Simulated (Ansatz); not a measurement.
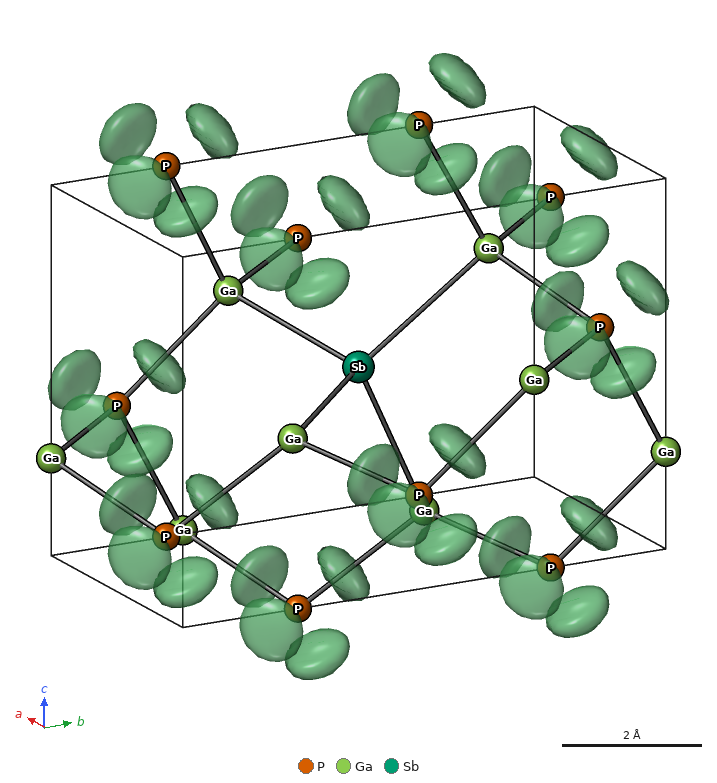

Ga$_{4}$SbP$_{3}$. Isosurface of the ELF at 0.85 (green), seen at an oblique angle. Only the valence region is drawn (cores and ρ < 0.01 e/Å³ removed). Sticks mark near contacts.

Space group Pmm2; started from the ordered alloy on zincblende lattice prototype, which need not be the ambient phase; computed pressure about 2 GPa in this cell.

Computed with Ansatz 0.2.0, DFT, PBE, plane waves, PAW.

```xyz
8
Lattice="3.9730 0.0000 0.0000 0.0000 7.9538 0.0000 0.0000 0.0000 5.6102" Properties=species:S:1:pos:R:3 pbc="T T T"
P     0.0000    1.8968    0.0025
Ga    1.9865    1.8330    4.2805
P     1.9865    0.0000    2.8112
Ga    0.0000    0.0000    1.4713
P     0.0000    6.0570    0.0025
Ga    1.9865    6.1207    4.2805
Sb    1.9865    3.9769    2.8055
Ga    0.0000    3.9769    1.1765
```

**Identify the bonds, lone pairs and shells in this picture.**

The surface consists of twelve lobes of the valence shell of P pointing towards Ga (polar bonds), counted in one cell of 8 atoms. Any copies at cell faces, edges or corners count once. Along the contacts the grid gives the following. Ga–P (2.35 Å): the ELF peaks at about 0.90 in the valence shell of P, 0.9 Å from its nucleus, and is about 0.75 at the midpoint. Ga–Sb (2.57 Å): the ELF peaks at about 0.70 between the atoms.
